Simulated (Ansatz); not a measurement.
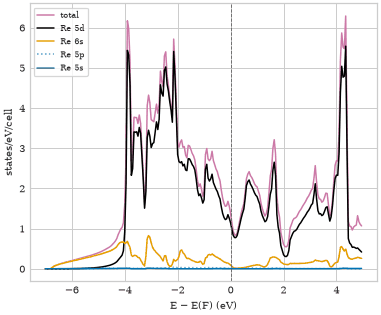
Figure: Total and projected density of states of Re (diamond, Fd-3m), PBE (plane waves, PAW; program Ansatz)

Task: Which orbitals carry the states next to the Fermi level?

Result: Within 0.5 eV of the Fermi level: Re 5d 84 %, Re 6s 7 %, outside the projected shells 8 %. Projections are on Löwdin-orthogonalised atomic valence shells; empty p or d shells of many metals are not among them.

Task: Where is the tallest occupied peak in this window, and what makes it?

Result: Near -3.9 eV, about 6.2 states/eV per cell; the largest projected share is Re 5d.

The start of the workflow was typed in or built on a structure type; neither database checked (COD, Materials Project) lists it. It is not the phase usual at ambient conditions (space group No. 194). The PBE relaxation kept the symmetry of its start; whether a distortion lowers the energy is not shown. The run is not spin-polarised. Scalar-relativistic: spin–orbit coupling is off unless named, which matters more the heavier the elements.

Potentials: the earlier of the program's two PAW sets.
